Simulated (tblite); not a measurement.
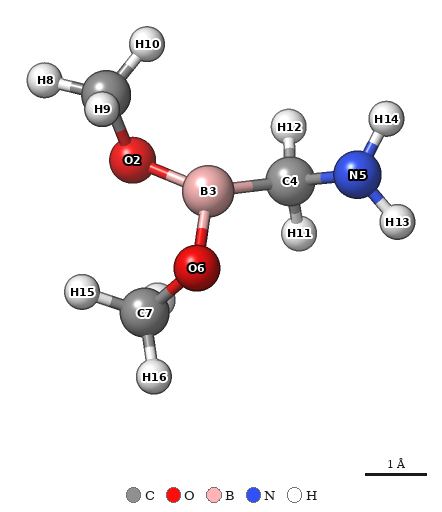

This is the input geometry for a relaxation of C$_{3}$H$_{10}$BNO$_{2}$. Style: ball-and-stick. Shown at a tilt.

Method: GFN2-xTB geometry optimisation, gas phase (tblite).

```xyz
17

C    -0.9403    2.1077    0.4662
O    -0.8405    1.0373   -0.4055
B     0.0244   -0.0092    0.2120
C     1.4542   -0.3029   -0.4179
N     2.3807   -0.7619    0.6039
O    -0.7364   -1.1875    0.6678
C    -1.6966   -1.4159   -0.3061
H    -1.7347    2.7815    0.0846
H    -1.2496    1.7851    1.4734
H     0.0328    2.6347    0.4651
H     1.3594   -1.0643   -1.2282
H     1.8657    0.6142   -0.8681
H     2.6997   -1.7349    0.4750
H     3.1872   -0.0960    0.7276
H    -2.5513   -0.7156   -0.1259
H    -1.9950   -2.4765   -0.2469
H    -1.2667   -1.1836   -1.2880
```

> What does the optimiser find from here?

After 130 geometry steps the energy has fallen by 2.176 eV. The atom that moves furthest after the best rigid fit is H13 (1.62 Å). By element the largest moves are H 1.62 Å, O 1.36 Å, N 0.96 Å, C 0.60 Å, B 0.58 Å. Among the contacts that change: O2–B3 1.491 → 1.356 Å, B3–O6 1.475 → 1.351 Å, N5–H14 1.053 → 1.016 Å, C7–H15 1.120 → 1.090 Å. Among the angles between lasting bonds that change: B3–O6–C7 105.8° → 123.2°, C1–O2–B3 108.9° → 123.3°, O2–B3–O6 112.9° → 119.4°. Groups turn about C1–O2 by about 105°, O6–C7 by about 70°, C4–N5 by about 65°.

Step by step:

```json
{"step": "0", "E − E(0), eV": "0.0000"}
{"step": "1", "E − E(0), eV": "-0.4058"}
{"step": "2", "E − E(0), eV": "-0.5353"}
{"step": "3", "E − E(0), eV": "-0.5879"}
{"step": "4", "E − E(0), eV": "-0.6509"}
{"step": "5", "E − E(0), eV": "-0.6727"}
{"step": "6", "E − E(0), eV": "-0.7545"}
{"step": "7", "E − E(0), eV": "-0.8064"}
{"step": "8", "E − E(0), eV": "-0.8789"}
{"step": "9", "E − E(0), eV": "-0.9462"}
{"step": "10", "E − E(0), eV": "-1.0328"}
{"step": "16", "E − E(0), eV": "-1.3492"}
{"step": "23", "E − E(0), eV": "-1.6815"}
{"step": "29", "E − E(0), eV": "-1.9314"}
{"step": "35", "E − E(0), eV": "-2.0179"}
{"step": "42", "E − E(0), eV": "-2.0668"}
{"step": "48", "E − E(0), eV": "-2.0967"}
{"step": "54", "E − E(0), eV": "-2.1042"}
{"step": "61", "E − E(0), eV": "-2.1071"}
{"step": "67", "E − E(0), eV": "-2.1094"}
{"step": "73", "E − E(0), eV": "-2.1115"}
{"step": "79", "E − E(0), eV": "-2.1122"}
{"step": "86", "E − E(0), eV": "-2.1150"}
{"step": "92", "E − E(0), eV": "-2.1172"}
{"step": "98", "E − E(0), eV": "-2.1334"}
{"step": "105", "E − E(0), eV": "-2.1644"}
{"step": "111", "E − E(0), eV": "-2.1732"}
{"step": "117", "E − E(0), eV": "-2.1740"}
{"step": "124", "E − E(0), eV": "-2.1751"}
{"step": "130", "E − E(0), eV": "-2.1756"}
```

The structure at the end:

```xyz
17

C    -0.4220    1.9404    0.7129
O    -0.9106    0.6908    0.2788
B    -0.1268   -0.2592   -0.2876
C     1.4597   -0.1037   -0.5411
N     2.1854    0.1699    0.7096
O    -0.6783   -1.4319   -0.6681
C    -2.0536   -1.7207   -0.5289
H    -0.4028    2.6402   -0.1270
H    -1.1085    2.3131    1.4745
H     0.5839    1.8440    1.1242
H     1.8372   -1.0005   -1.0535
H     1.6505    0.7451   -1.2058
H     2.0089   -0.5790    1.3715
H     3.1857    0.1821    0.5314
H    -2.5387   -1.0128    0.1435
H    -2.1477   -2.7341   -0.1344
H    -2.5293   -1.6713   -1.5112
```

After the run, drawn alike:

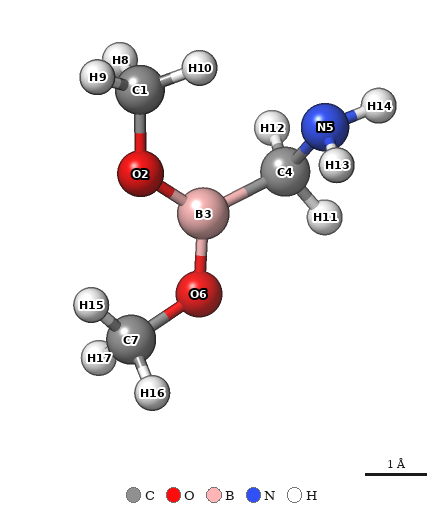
